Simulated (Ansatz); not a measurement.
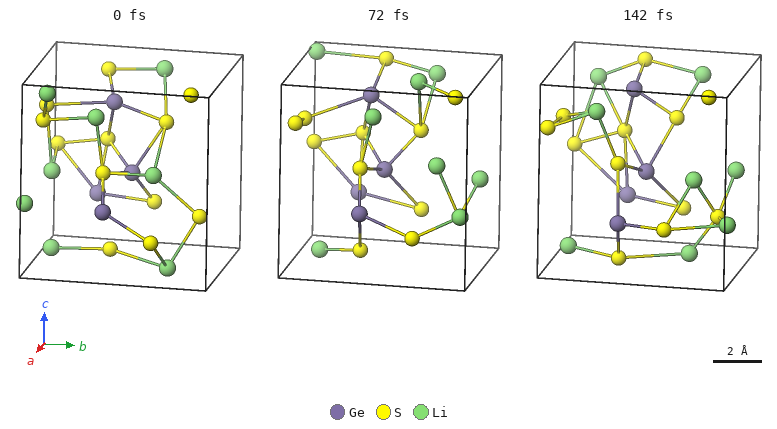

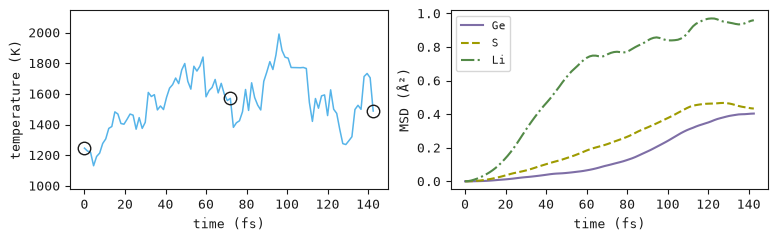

Molecular dynamics of an amorphous cell of composition Li2GeS3 (24 atoms in the cell), 142 fs long. It starts from the last geometry of an earlier run, with fresh velocities. Frames and the history of the run. Style: ball-and-stick. Shown: the simulation cell, slightly off an axis. Atoms that leave the cell re-enter on the other side. Bonds to atoms that aren't drawn are left out.

Level of theory: DFT PBE+D3(BJ), scalar-relativistic, plane waves, PAW (Ansatz). Run with plane-wave cutoff 420 eV; k-point mesh 1 × 1 × 1; Fermi-Dirac smearing 0.112 eV; volume 1.05 times that of the relaxed crystal; set temperature 1300 K; time step 1.5 fs.

> What happens in this trajectory?

Root-mean-square distances from the starting positions over the second half, with the common drift of all atoms taken out: Li 0.94 Å, S 0.62 Å, Ge 0.52 Å. The run lasts only 142 fs, too short to tell vibration from diffusion. Over the second half the temperature averages 1597 K (spread ±174 K). The potential energy is still drifting at the end, so the run hasn't reached equilibrium. The potential energy in the second half lies on average 39.3 meV per atom below the first frame. The mean pressure there is −0.6 GPa.

Limits of the set-up: the periodic images lie only 8.1 Å apart, so the values are limited by the cell's size.
